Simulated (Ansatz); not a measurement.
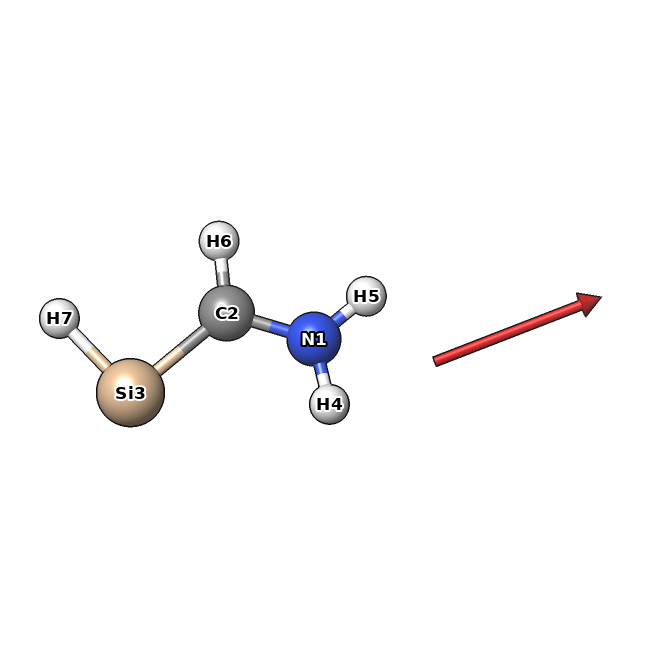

The arrow beside the molecule shows the direction of the dipole moment, from the negative to the positive end (its length means nothing). The species is neutral and a spin doublet. The geometry was computed by an optimisation with PBE0-D4/def2-TZVP. No frequency run is at hand to confirm it as a minimum. Level of theory: UKS PBE0-D4/def2-TZVP (Ansatz 0.2.0).

Estimate the dipole moment.

Answer. 4.46 D; it points from the side of H7 to the side of H5 (the outermost atoms at the two ends).
